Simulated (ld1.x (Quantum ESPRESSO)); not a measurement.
Input of ld1.x (Quantum ESPRESSO) 7.5:

```
 &input
   title='As', zed=33., rel=2, dft='PZ', iswitch=3,
   config='[Ar] 3d10 4s1 4p4 4d-2', rel_dist='average',
   nld=5, rlderiv=2.00, eminld=-3.0, emaxld=5.0, deld=0.02
 /
 &inputp
   pseudotype=3, tm=.true., lloc=-1, rcloc=1.60,
   nlcc=.true., new_core_ps=.true., rcore=1.55,
   which_augfun='PSQ', rmatch_augfun=1.25,
   file_pseudopw='As.UPF', file_wfcaegen='ae.wfc', file_wfcncgen='nc.wfc', file_beta='beta', file_chi='chi', file_wfcusgen='us.wfc'
 /
6
4S  1  0   1.00   0.00  1.70  1.85  0.0
4S  1  0   0.00  -0.75  1.70  1.85  0.0
4P  2  1   4.00   0.00  1.20  1.60  0.0
4P  2  1   0.00   2.90  1.20  1.60  0.0
4D  3  2  -2.00  -0.05  1.30  1.75  0.0
4D  3  2  -2.00   1.60  1.30  1.75  0.0
 &test
   configts(1)='4s1 4p4'
 /
```

Run as:
```bash
ld1.x < As.in > As.out
```

Functional and relativity: LDA (PZ), fully relativistic.

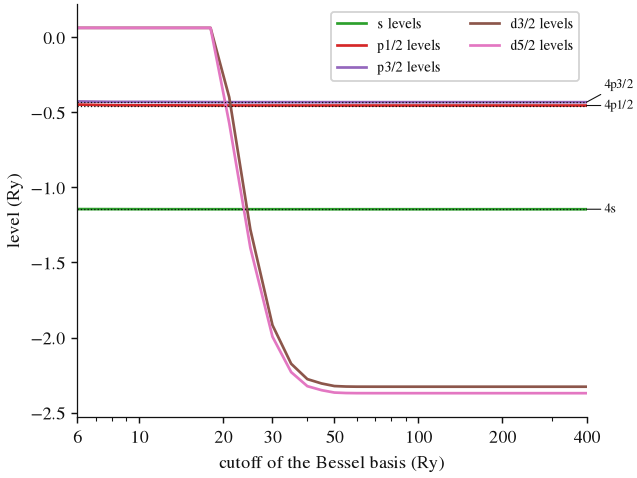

The pseudo-atom Hamiltonian at the reference potential is diagonalised in spherical Bessel functions (20 bohr box) up to the cutoff. Curves: the lowest levels of each channel that holds a bound state. Dotted lines: the all-electron valence levels.

> Is there a ghost state?

Ghost states below the valence levels: d5/2 at -32.3 eV, d3/2 at -31.7 eV. A ghost is a curve that settles on no dotted line: a bound state with no counterpart among the valence levels. In Ry: d5/2 -2.37, d3/2 -2.33.

> Read the all-electron valence levels.

4s: -1.15 Ry; 4p1/2: -0.45 Ry; 4p3/2: -0.43 Ry.

> Does the ghost need a high cutoff to show?

The lowest d5/2 curve lies clearly below zero from about 21 Ry on and ends at -2.37 Ry.
